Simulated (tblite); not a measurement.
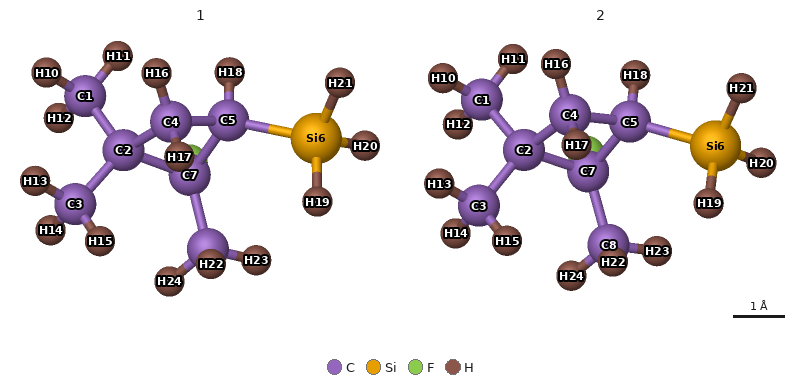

Two geometries of C7H15FSi, drawn at one scale. One is the start of a relaxation, the other its converged end. A ball-and-stick model, seen face on.

All numbers below come from tblite, GFN2-xTB geometry optimisation, gas phase. 

Q: Which one is relaxed?

A: Structure 2 is the relaxed one. After 73 geometry steps the energy has fallen by 21.3 kJ/mol. An H atom moves most after the best rigid fit: 0.36 Å. By element the largest moves are H 0.36 Å, F 0.18 Å, Si 0.17 Å, C 0.14 Å. Near-neighbour distances that change, for instance: C–F 1.353 → 1.392 Å, C–C 1.592 → 1.555 Å, H–Si 1.494 → 1.464 Å, C–H 1.111 → 1.088 Å. Among the angles between lasting bonds that change: C–C–C 112.6° → 115.9°, C–C–C 86.6° → 89.6°, C–C–H 110.6° → 107.7°. The run took 1.1 s on 1 thread of Arm Neoverse N1, on a shared host.
